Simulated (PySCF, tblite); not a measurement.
# C₄H₁₃N₂Si radical: geometry, infrared bands and EPR parameters

Wanted: the infrared bands and EPR parameters of C₄H₁₃N₂Si radical (`C[CH][C@@H](C)N[SiH2]N`), by calculation.

Programs: tblite 0.8.0 and PySCF 2.14.0, with density-fitted response routines of our own. Each step states its level of theory. These are calculated values for one molecule in the gas phase, unless marked as measured. Atoms are numbered from 0 throughout.

### 1 Starting geometry

20 atoms, charge 0, multiplicity 2; geometry from: force field or distance geometry start.

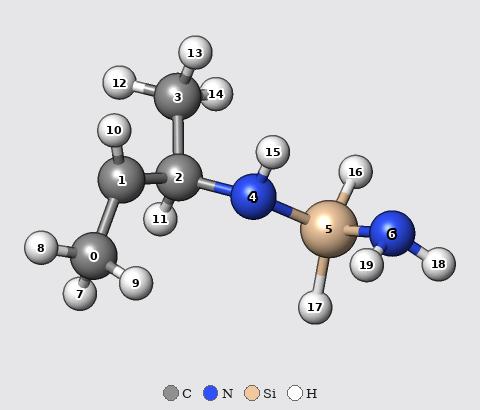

The starting geometry (carbon grey, nitrogen blue, silicon light orange, hydrogen white), atoms numbered.

### 2 Geometry optimisation with GFN2-xTB

What the job is given:

```
{"job": {"kind": "relax", "xc": "GFN2-xTB", "basis": "xTB"}, "charge": 0, "multiplicity": 2}
C     -1.891200    -1.537200     1.148400
C     -1.757900    -0.164200     0.562100
C     -0.700600     0.090900    -0.465200
C     -1.055700     1.376700    -1.254100
N      0.575500     0.192000     0.214000
Si     2.086500    -0.019400    -0.496000
N      3.018100     0.321600     0.867900
H     -1.843000    -2.294700     0.373400
H     -2.864600    -1.628500     1.648700
H     -1.120100    -1.727100     1.891900
H     -2.192600     0.662200     1.111900
H     -0.718400    -0.752000    -1.170100
H     -2.053500     1.289800    -1.691900
H     -1.055300     2.252500    -0.599500
H     -0.341100     1.557600    -2.051900
H      0.614700     1.071500     0.731500
H      2.342600     0.996700    -1.527900
H      2.300100    -1.428200    -0.879600
H      3.974300     0.030200     0.706700
H      2.676900    -0.279900     1.622100
```

Started as:

```sh
$ OMP_NUM_THREADS=1 python probes_run.py task.json out
```

The driver reads the jobs from task.json and runs them one after another.

The log of the run:

```text
step      E/eV     max force
  0    -618.15489    1.965
  1    -618.26127    0.792
  2    -618.29966    0.519
  3    -618.35941    0.534
  4    -618.39206    0.701
  5    -618.43475    0.565
  6    -618.46301    0.348
  7    -618.48365    0.294
  8    -618.49605    0.236
  9    -618.50603    0.197
 10    -618.51456    0.258
 11    -618.52185    0.223
 12    -618.52736    0.163
 13    -618.53200    0.142
 14    -618.53615    0.171
 15    -618.53973    0.175
 16    -618.54245    0.091
 17    -618.54424    0.080
 18    -618.54549    0.088
 19    -618.54644    0.081
 20    -618.54714    0.051
 21    -618.54772    0.058
 22    -618.54831    0.053
 23    -618.54889    0.067
 24    -618.54935    0.058
 25    -618.54970    0.053
 26    -618.55007    0.062
 27    -618.55062    0.094
 28    -618.55145    0.103
 29    -618.55252    0.091
 30    -618.55367    0.066
 31    -618.55472    0.071
 32    -618.55560    0.084
 33    -618.55619    0.061
 34    -618.55654    0.039
 35    -618.55678    0.037
 36    -618.55703    0.048
 37    -618.55726    0.042
 38    -618.55745    0.033
 39    -618.55757    0.022
 40    -618.55768    0.035
 41    -618.55779    0.041
 42    -618.55788    0.028
 43    -618.55795    0.019
 44    -618.55802    0.018
 45    -618.55811    0.027
 46    -618.55819    0.028
 47    -618.55825    0.017
 48    -618.55829    0.018
 49    -618.55834    0.021
 50    -618.55841    0.027
 51    -618.55849    0.024
 52    -618.55857    0.019
 53    -618.55862    0.021
 54    -618.55867    0.017
 55    -618.55872    0.018
 56    -618.55876    0.011
 57    -618.55879    0.013
 58    -618.55882    0.014
 59    -618.55886    0.018
 60    -618.55890    0.017
 61    -618.55893    0.009
```

It took 0.45 s on 1 thread of Arm Neoverse V1, shared host; peak memory 0.18 GiB.

Relaxation path: (not every step is listed)

```
step  energy from step 0 (eV)  largest force (eV/Å)
   0                   0.0000                1.9648
   1                  -0.1064                0.7922
   2                  -0.1448                0.5190
   3                  -0.2045                0.5342
   4                  -0.2372                0.7009
   5                  -0.2799                0.5652
   6                  -0.3081                0.3485
   7                  -0.3288                0.2944
   8                  -0.3412                0.2360
  12                  -0.3725                0.1627
  16                  -0.3876                0.0906
  20                  -0.3922                0.0508
  24                  -0.3945                0.0580
  28                  -0.3966                0.1033
  32                  -0.4007                0.0842
  36                  -0.4021                0.0480
  40                  -0.4028                0.0353
  44                  -0.4031                0.0182
  48                  -0.4034                0.0185
  52                  -0.4037                0.0186
  56                  -0.4039                0.0114
  57                  -0.4039                0.0127
  58                  -0.4039                0.0139
  59                  -0.4040                0.0184
  60                  -0.4040                0.0167
  61                  -0.4040                0.0090
```

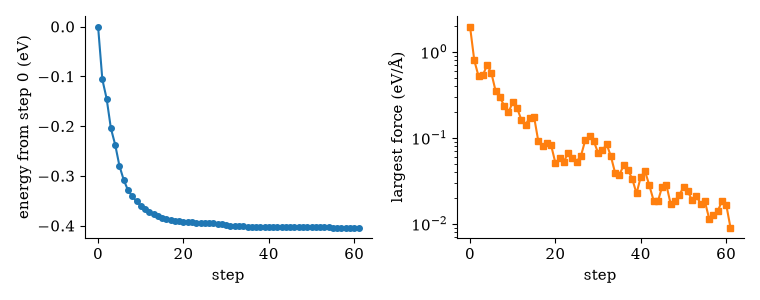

Energy and largest force along the relaxation.

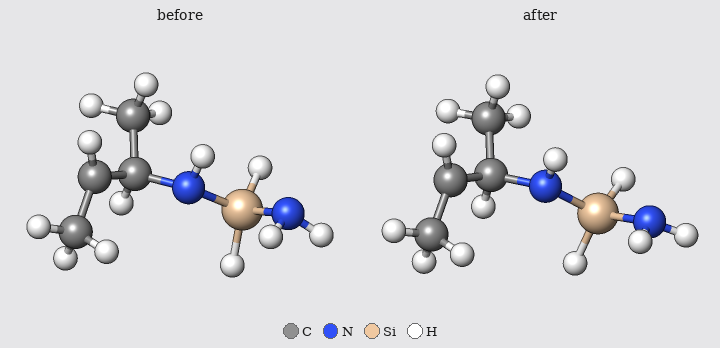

Before and after, at one scale.

Distances of close pairs at the start and the end, largest changes first:

```
  bond  before (Å)  after (Å)  change (Å)
Si5–N6       1.687      1.726      +0.040
N4–Si5       1.683      1.714      +0.031
 C0–C1       1.499      1.477      -0.021
 C2–C3       1.550      1.531      -0.019
N6–H19       1.023      1.007      -0.016
 C1–C2       1.496      1.484      -0.012
N4–H15       1.021      1.010      -0.011
 C2–N4       1.449      1.460      +0.011
```

The final coordinates are the input of the step that follows.

### 3 Vibrational analysis with GFN2-xTB

What the job is given:

```
{"job": {"kind": "ir", "xc": "GFN2-xTB", "basis": "xTB"}, "charge": 0, "multiplicity": 2}
C     -1.927975    -1.533715     1.122901
C     -1.788545    -0.174485     0.560720
C     -0.743862     0.136730    -0.445948
C     -1.094478     1.376459    -1.272140
N      0.530263     0.304601     0.247906
Si     2.054892    -0.038541    -0.456831
N      3.159280     0.231672     0.841851
H     -1.804987    -2.288194     0.345733
H     -2.897972    -1.661962     1.601141
H     -1.159146    -1.731867     1.880905
H     -2.257765     0.647797     1.076552
H     -0.610128    -0.717648    -1.118922
H     -2.034471     1.227256    -1.797213
H     -1.190197     2.243777    -0.621943
H     -0.307895     1.570691    -1.996754
H      0.485316     1.058695     0.918056
H      2.542602     0.844757    -1.526994
H      1.935395    -1.411968    -0.970819
H      4.139831     0.147884     0.633768
H      2.964695    -0.221262     1.720461
```

The log of the run:

```text
mode    cm-1     km/mol
  1      31.1      0.17
  2      46.2      0.69
  3      52.4      0.44
  4      79.7      0.42
  5     142.0      0.42
  6     203.0      0.78
  7     206.2      3.19
  8     221.2     15.04
  9     274.5      7.47
 10     334.7      2.79
 11     378.6      3.60
 12     451.5     24.99
 13     502.8     29.20
 14     523.3     24.50
 15     544.2    117.48
 16     572.4    164.74
 17     596.2    120.69
 18     738.0    174.75
 19     810.9     65.92
 20     819.5     95.62
 21     864.6    198.07
 22     881.9     72.97
 23     903.6    131.09
 24     976.3     48.60
 25     993.6      5.00
 26    1002.0     27.20
 27    1077.7     20.01
 28    1112.3    170.33
 29    1144.9      8.04
 30    1174.5      8.17
 31    1231.7     17.36
 32    1269.1     20.26
 33    1355.9     94.44
 34    1366.7      7.28
 35    1390.7      3.65
 36    1394.9      6.82
 37    1467.0      3.96
 38    1472.3      3.55
 39    1491.3      1.85
 40    1496.8      1.23
 41    1536.1     41.60
 42    2148.5    500.70
 43    2190.9    194.30
 44    2876.5     22.36
 45    2916.8     49.57
 46    2996.6     25.83
 47    3011.2     35.87
 48    3025.7     36.79
 49    3036.6     34.63
 50    3040.6     31.47
 51    3089.4     55.81
 52    3434.7      8.85
 53    3481.5      2.35
 54    3522.2      3.65
```

Wall time 0.74 s (1 thread of Arm Neoverse V1, shared host); peak memory 0.18 GiB.

The strongest bands and the atoms that carry them (share of the mass-weighted mode):

```
cm⁻¹  km/mol                                   atoms
 572   164.7  H16 34 %, H17 24 %, H18 13 %, H19 10 %
 596   120.7   H17 25 %, H16 25 %, H18 19 %, N6 16 %
 738   174.8            H17 40 %, H16 32 %, H18 11 %
 865   198.1            H19 22 %, Si5 13 %, H18 13 %
 904   131.1                       Si5 27 %, N6 26 %
1112   170.3                        C2 34 %, N4 32 %
2148   500.7                      H17 53 %, H16 43 %
2191   194.3                      H16 54 %, H17 44 %
```

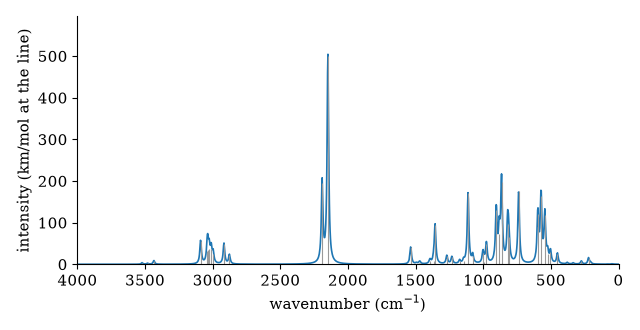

The infrared spectrum from these modes, unscaled. Lines are broadened to a width of 14 cm⁻¹ (Lorentzian).

### 4 g tensor and hyperfine couplings: B3LYP/pcH-1

Settings changed since step 3:

```diff
@@ -1,2 +1,2 @@
-{"job": {"kind": "ir", "xc": "GFN2-xTB", "basis": "xTB"}, "charge": 0, "multiplicity": 2}
+{"job": {"kind": "epr", "basis": "pcH-1"}, "charge": 0, "multiplicity": 2}
 C     -1.927975    -1.533715     1.122901
```

With the program's defaults for keys left out, this is: UKS B3LYP, pcH-1 on C H N Si, non-relativistic, mean-field spin-orbit, GIAO.

The log of the run:

```text
UKS, coarse grid
  cycle   1  E = -559.16931886  |g| = 4.95e-01
  cycle   2  E = -559.07696058  |g| = 6.76e-01
  cycle   3  E = -559.27649503  |g| = 7.15e-02
  cycle   4  E = -559.27827018  |g| = 3.52e-02
  cycle   5  E = -559.27883191  |g| = 7.90e-03
  cycle   6  E = -559.27885574  |g| = 3.91e-03
  cycle   7  E = -559.27886194  |g| = 1.13e-03
  cycle   8  E = -559.27886358  |g| = 3.89e-04
UKS, final grid
  cycle   1  E = -559.27885862  |g| = 4.42e-04
  cycle   2  E = -559.27885856  |g| = 5.95e-04
  cycle   3  E = -559.27885872  |g| = 6.83e-05
  cycle   4  E = -559.27885872  |g| = 1.93e-05
E = -559.27885872 Eh   <S^2> = 0.7538 (exact 0.7500)
g shifts (ppm)      1          2          3
  rmc          -150       -150       -150
  gc              6         23         31
  oz_so         -21        394        709
  total        -165        267        589
hyperfine (MHz)  atom isotope    a_iso     a_fc   dipolar eigenvalues
    0   13C     -31.19     -31.20     -2.28     -0.31      2.59
    1   13C     104.16     104.26    -81.05    -80.37    161.42
    2   13C     -21.92     -21.93     -1.61     -0.70      2.31
    3   13C       6.51       6.51     -1.72     -1.15      2.87
    4   14N      34.26      34.26     -2.72     -2.62      5.34
    5  29Si     -15.82     -15.85     -4.26      2.03      2.23
    6   14N       0.85       0.85     -0.14     -0.07      0.21
    7    1H      41.28      41.27     -4.86     -4.44      9.30
    8    1H      31.27      31.27     -5.00     -4.44      9.44
    9    1H     153.00     153.00     -5.25     -3.08      8.33
   10    1H     -59.80     -59.82    -38.51     -0.55     39.07
   11    1H      22.19      22.20     -5.88     -3.88      9.75
   12    1H       3.65       3.65     -4.22     -2.55      6.77
   13    1H      -1.42      -1.42     -2.95     -2.67      5.62
   14    1H       5.26       5.26     -1.73     -1.58      3.31
   15    1H      -3.76      -3.76     -6.87     -2.24      9.11
   16    1H       2.19       2.19     -0.85     -0.67      1.51
   17    1H      -0.06      -0.06     -1.14     -0.88      2.02
   18    1H       1.48       1.48     -0.55     -0.44      0.99
   19    1H      -0.20      -0.20     -0.87     -0.50      1.37
```

Run time: 2.2 min. Hardware: 1 thread of Arm Neoverse V1, shared host; peak memory 0.97 GiB.

Principal g values 2.00215, 2.00259, 2.00291; g(iso) = 2.00255, against 2.00232 for a free electron.

Mean a(iso) over the nuclei that a row names, and the largest dipolar term of the row (other rows stand at the frozen geometry):

```
       nuclei  isotope  a(iso) (MHz)  a(iso) (G, at g = 2.0023)  largest dipolar term (MHz)
           C1      13C         104.2                       37.2                       161.4
   H7, H8, H9       1H          75.2                       26.8                         9.4
          H10       1H         -59.8                      -21.3                        39.1
           N4      14N          34.3                       12.2                         5.3
           C0      13C         -31.2                      -11.1                         2.6
          H11       1H          22.2                        7.9                         9.8
           C2      13C         -21.9                       -7.8                         2.3
          Si5     29Si         -15.8                       -5.6                        -4.3
           C3      13C           6.5                        2.3                         2.9
          H15       1H          -3.8                       -1.3                         9.1
H12, H13, H14       1H           2.5                        0.9                         6.8
          H16       1H           2.2                        0.8                         1.5
           N6      14N           0.9                        0.3                         0.2
     H18, H19       1H           0.6                        0.2                         1.4
```

Mulliken spin populations:

C0 -0.08; C1 1.03; C2 -0.06; C3 0.00; N4 0.04; Si5 0.01; N6 0.00; H7 0.02; H8 0.01; H9 0.07; H10 -0.04; H11 0.01; H12 0.00; H13 0.00; H14 0.00; H15 0.00; H16 0.00; H17 0.00; H18 0.00; H19 0.00

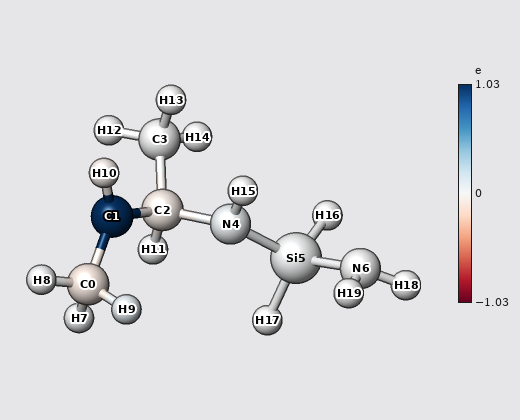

Mulliken spin populations, as colours on the atoms.

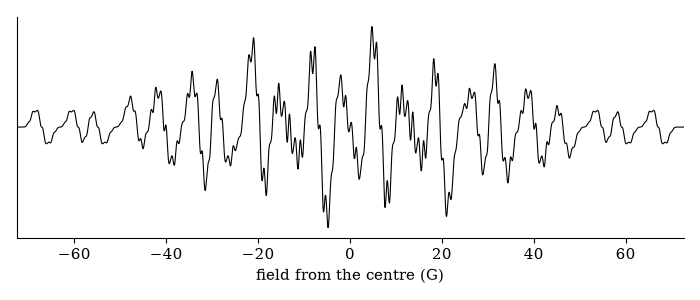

First-order isotropic spectrum (first derivative, main isotopes with spin only, couplings over 0.8 MHz, Gaussian width 0.3 G; couplings of the frozen geometry, rotation of groups not averaged beyond the rows shown).

The fields below are evaluated on a grid from the run's orbitals.

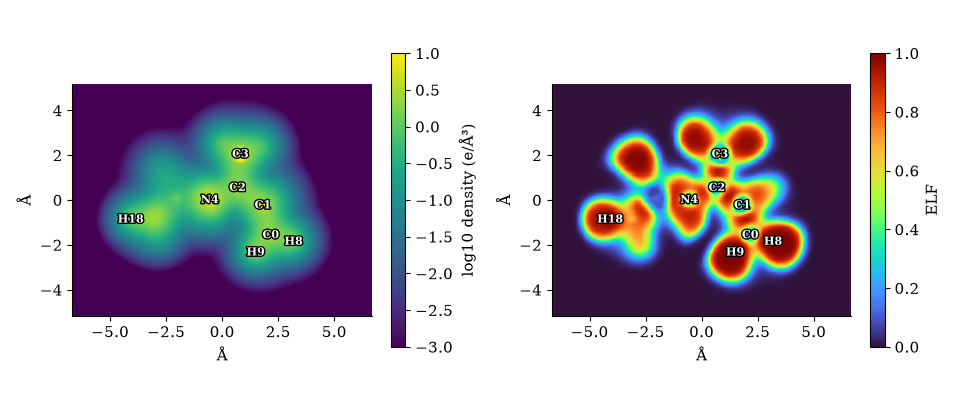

Density (left) and ELF (right) in a plane through or near 8 of the atoms.

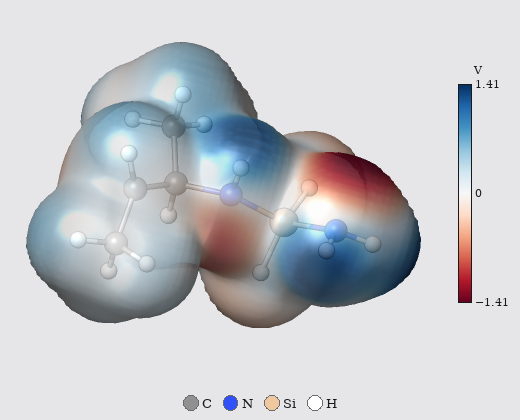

The potential that a unit positive charge feels on the 0.002 e/bohr³ surface, from -1.28 V near N6 to 1.41 V near H18.

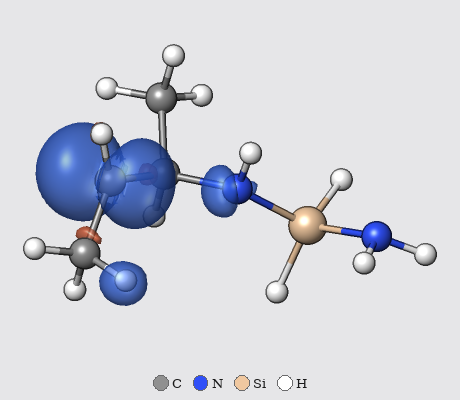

Spin density at ±0.04 e/Å³ (alpha excess blue, beta excess red).

### 5 What came out

| quantity | value |
| --- | --- |
| strongest single infrared mode (GFN2-xTB) | 2148 cm⁻¹, 501 km/mol |
| zero-point energy (GFN2-xTB) | 102.8 kcal/mol |
| g(iso) (B3LYP) | 2.00255 |
| ⟨S²⟩ | 0.754 (exact 0.75) |
| largest a(iso) (averaged by class) | 13C on C1, 104.2 MHz |
| surface potential, least and greatest | -1.28 V and 1.41 V |

Over 61 steps the energy fell by 0.404 eV; of the close pairs, Si5–N6 changed most, 1.687 to 1.726 Å. All 54 modes are real, so the xTB geometry is a minimum. The strongest single mode, at 2148 cm⁻¹, moves mainly H17 and H16. GFN2-xTB is a fitted tight-binding method: band positions and strengths are rough. Its intensities can rank the bands wrongly. Most of the unpaired spin sits on C1 (1.03 e). The isotropic g lies 0.2 ppt above the free-electron value.
